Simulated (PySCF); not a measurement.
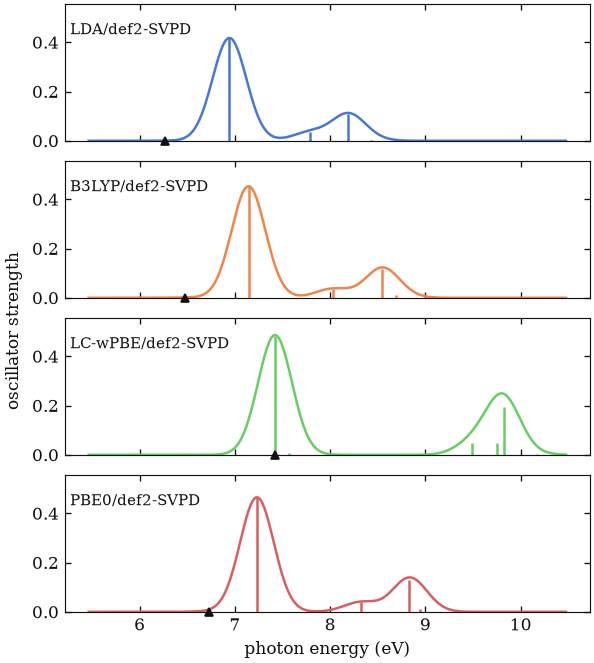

Vertical TDDFT spectra of C₄H₈, SMILES C/C=C/C at one geometry and several levels (PySCF 2.14.0, at a PBE0-D3(BJ)/def2-SVP geometry (no frequency check)); sticks with Gaussians of 1/e half-width 0.25 eV, the triangle marks S1, which has the same leading orbital pair at all these levels. Only the lowest states were computed, so the high end is incomplete. States within 0.01 eV of each other are merged, with their strengths summed. The highest state may be half of a pair whose partner wasn't computed.

How far does S1 move with the level of theory?

Answer. From lowest to highest: LDA/def2-SVPD 6.27 eV, B3LYP/def2-SVPD 6.48 eV, PBE0/def2-SVPD 6.73 eV, LC-wPBE/def2-SVPD 7.42 eV; a spread of 1.15 eV.

Limits of at least one run: core orbitals are frozen in the response; states above the negative HOMO energy depend on the basis.
